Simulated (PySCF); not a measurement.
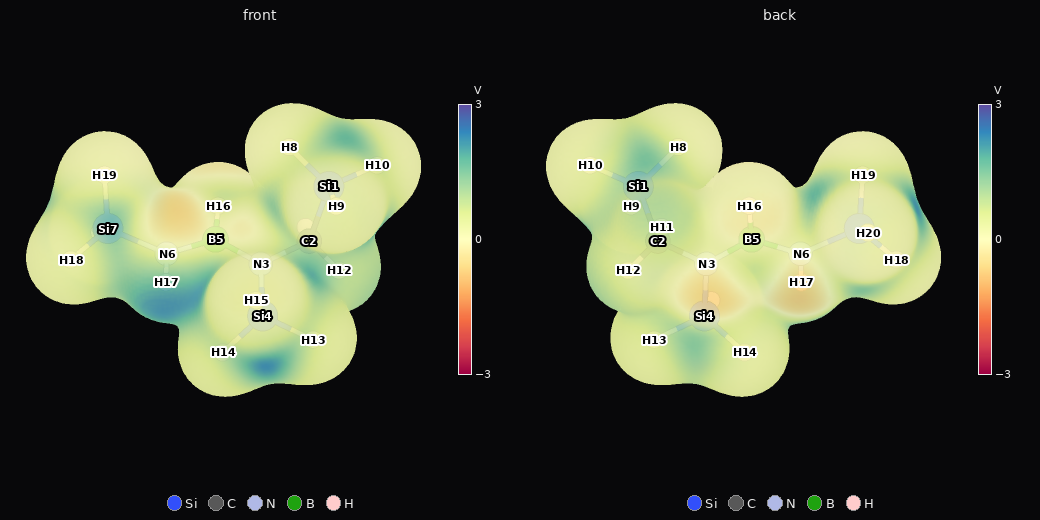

The picture shows: CH13BN2Si3 (SMILES [SiH3]CN([SiH3])BN[SiH3]). The electrostatic potential painted on the density surface at 0.004 e/bohr³, seen from the front and from behind; red is negative and blue positive.

Geometry: GFN2-xTB.

The calculation used PySCF 2.14.0, PBE0/pcSseg-1, SCF density, gas phase, non-relativistic.

Input

```
{"job": {"kind": "nmr", "xc": "PBE0", "basis": "pcSseg-1"}, "charge": 0, "multiplicity": 1}
Si    -2.505483    -1.282797     0.391571
C     -1.625573    -0.658132    -1.177324
N     -0.509297     0.228973    -0.856441
Si    -0.818443     1.934450    -0.794901
B      0.728620    -0.380894    -0.527953
N      1.827433     0.357220    -0.038573
Si     3.399244    -0.215851     0.400255
H     -1.556797    -1.991220     1.250797
H     -3.068626    -0.138837     1.114928
H     -3.586528    -2.183481    -0.021966
H     -1.243580    -1.507934    -1.748910
H     -2.333073    -0.135436    -1.826313
H     -2.001601     2.175399    -1.623930
H      0.328105     2.662438    -1.349696
H     -1.075921     2.383849     0.582685
H      0.860173    -1.540101    -0.664457
H      1.676477     1.346703     0.079963
H      4.144009     0.988511     0.778985
H      3.312033    -1.145640     1.532271
H      4.043679    -0.886541    -0.733116
```

Run with:

```sh
OMP_NUM_THREADS=1 python probes_run.py task.json out
```

Q: Which sites attract a positive test charge, and which a negative one?

A: A positive charge is drawn to the negative regions and a negative charge to the positive ones. The most negative region (about −0.6 V, or −14 kcal/mol for a unit charge) lies over N3 and N6, the most positive (about +2.2 V, or +51 kcal/mol for a unit charge) over Si4, Si7 and H17.

Q: How polar is the molecule by this calculation?

A: Its dipole moment is 0.91 D.
